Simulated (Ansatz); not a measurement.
**C2H9BO: density, localisation and related maps**

```xyz
13

C     0.0928   -2.1136    1.0474
C     1.9147   -0.3295    2.0303
B     1.4877   -1.3552    0.8717
O     1.1986   -0.3256   -0.5063
H    -0.7455   -1.4444    1.3189
H     0.1840   -2.8361    1.8765
H    -0.2066   -2.6912    0.1578
H     2.4035   -2.0314    0.4190
H     2.8148    0.2703    1.8021
H     2.1648   -0.9072    2.9369
H     1.1091    0.3682    2.3280
H     0.5011    0.2942   -0.2483
H     1.9959    0.2100   -0.6197
```

Geometry: PBE0-D4/def2-SVP.

Computed with Ansatz, isolated molecule in a Gaussian basis; Kohn-Sham density functional theory, functional PBE0.

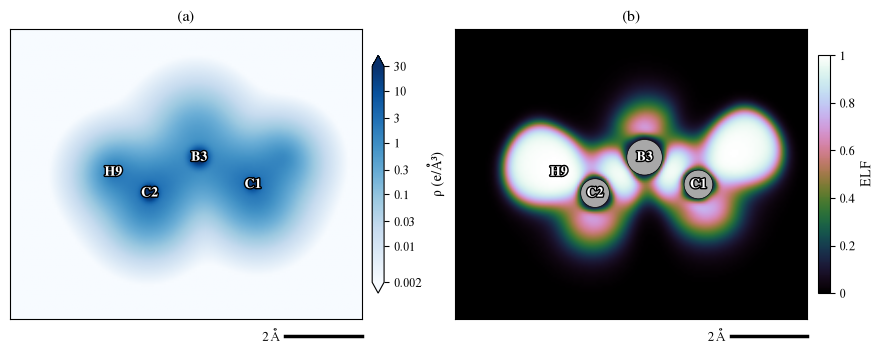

Figure 1. (a) total electron density; (b) electron localisation function on the plane of atoms B3, C2 and H9. Grey discs cover the atomic cores in the ELF map.

Question: What do the fields say about this system?

Answer: The section cuts through C, B and H sites. C–B (1.60 Å): ρ is about 1.4 e/Å³ halfway; the ELF peaks at about 1 between the atoms; a shared electron pair. C–H (1.11 Å): the density is about 1.9 e/Å³ at the midpoint; the ELF climbs to about 1 towards the hydrogen, as it does in any bond to H (an ordinary covalent bond to hydrogen).

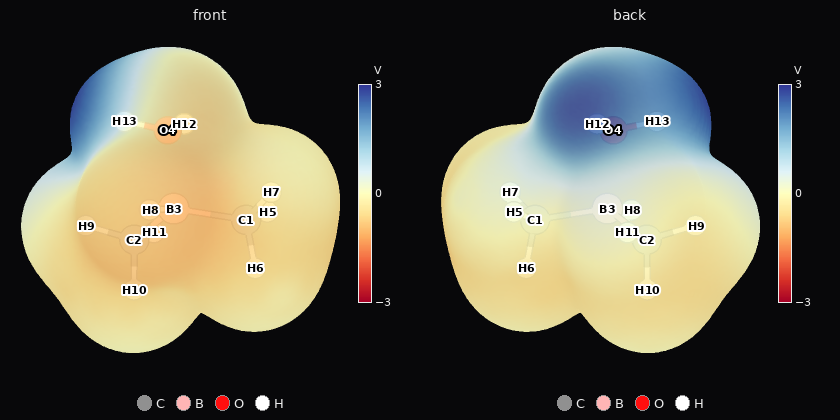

Figure 2. The electrostatic potential painted on the density surface at 0.001 e/bohr³, seen from the front and from behind; the colour scale runs from red (negative) to blue (positive).

Question: Describe the electrostatic potential map.

Answer: The most negative region (about −1.0 V) lies over C1 and H8, the most positive (about +2.7 V) over H12 and H13.

Question: How polar is the molecule by this calculation?

Answer: Its dipole moment is 3.61 D.

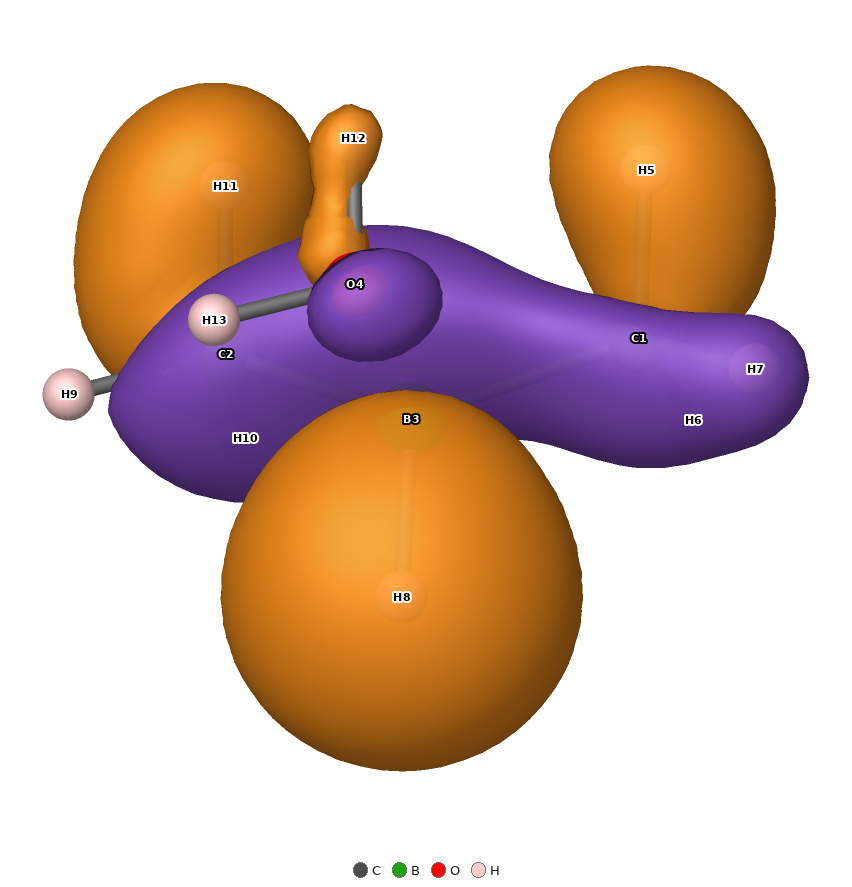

Figure 3. The HOMO at ±0.1 Å⁻³ᐟ² (orange and purple are the two phases), seen from one side.

Question: Where does this orbital lie, and at what energy?

Answer: Its weight (Hirshfeld) is mainly on H8 (about 30 %), B3 (about 30 %), C2 (about 15 %) and C1 (about 10 %). Its energy is −7.74 eV.
